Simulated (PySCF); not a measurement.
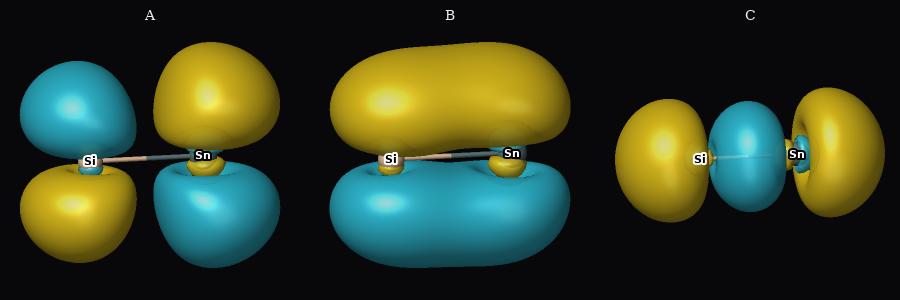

Figure 1: SiSn (triplet). Three frontier α-spin orbitals, each drawn at the value that holds 80 % of its norm (yellow and cyan are the two phases), in no order; of a degenerate pair one member is drawn.

Level of theory: PBE0/x2c-SVPall, spin-free X2C-1e, Gaussian nucleus, at a bond length of 2.519 Å in PySCF.

**Name the orbitals and rank them from lowest to highest energy.**

Orbital B: π, occupied in this spin, −6.06 eV; bonding, with no node between the atoms.
Orbital C: σ, occupied in this spin, −5.70 eV; shared between the atoms (Si 50 %, Sn 50 %).
Orbital A: π, empty in this spin, −2.35 eV; antibonding, with a node between the atoms.
